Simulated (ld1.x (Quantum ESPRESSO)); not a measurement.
Boron (B), norm-conserving RRKJ (Kleinman–Bylander form), made with ld1.x (Quantum ESPRESSO) 7.5 (PBEsol, scalar-relativistic). Core [He], reference 2s1 2p2. Waves: 2p (bound): rc 2.65 bohr; 2s (bound): rc 1.40 bohr. Local part: the s channel. Core correction: none.

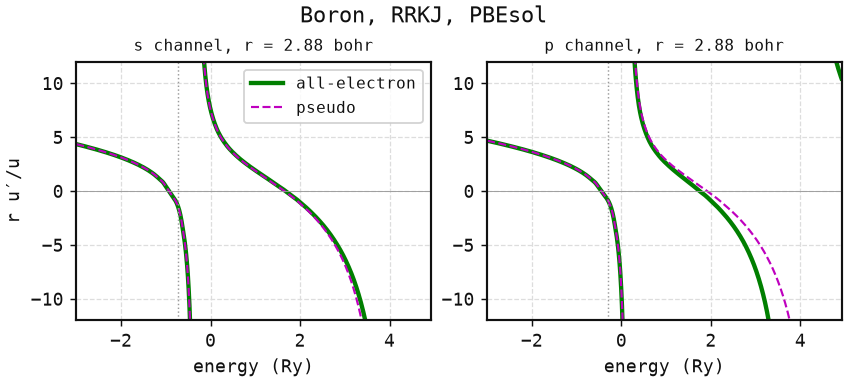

Logarithmic derivatives r u′/u at the test radius against energy, all-electron atom (solid) and pseudo-atom (dashed). Here u = r R(r). The dotted line marks the reference energy of the channel.

Is there a sign of a ghost state?

Answer. The plot shows none: pseudo and all-electron curves have the same branches in all channels drawn. The separate test gives: no ghost state below the valence levels in the p, s, d, f channels.

At which energies does the logarithmic derivative pass through zero?

Answer. s: all-electron -0.9 and 1.7 Ry, pseudo -0.9 and 1.6 Ry; p: all-electron -0.4 and 1.7 Ry, pseudo -0.4 and 1.9 Ry.
